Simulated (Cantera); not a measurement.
Input: 1 mol CH₃SiH₃, 0.038 mol C₂H₄, a varied amount of H₂, equilibrated at 1323.15 K and 22.0 mbar.

Cantera equilibrium calculation (NASA polynomials, part measured and part estimated; ideal gas, pure solids and liquids). Candidate condensed phases: C, C₆H₆, C₇H₈, C₈H₁₈, Si, SiC; 87 gas species. The feed counts by its element totals alone. Kinetics and transport are ignored.

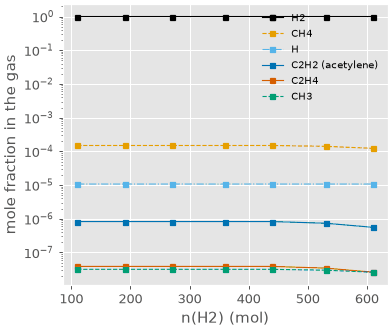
Figure. Equilibrium gas composition (values under 1e-9 drawn at 1e-9)

**Question.** Read off the mole fractions at 190 mol H₂.

**Answer.** H₂ about 1.00, CH₄ about 0.00015, H about 1.1e-5, C₂H₂ (acetylene) about 8.3e-7, C₂H₄ about 3.9e-8, CH₃ about 3.2e-8.
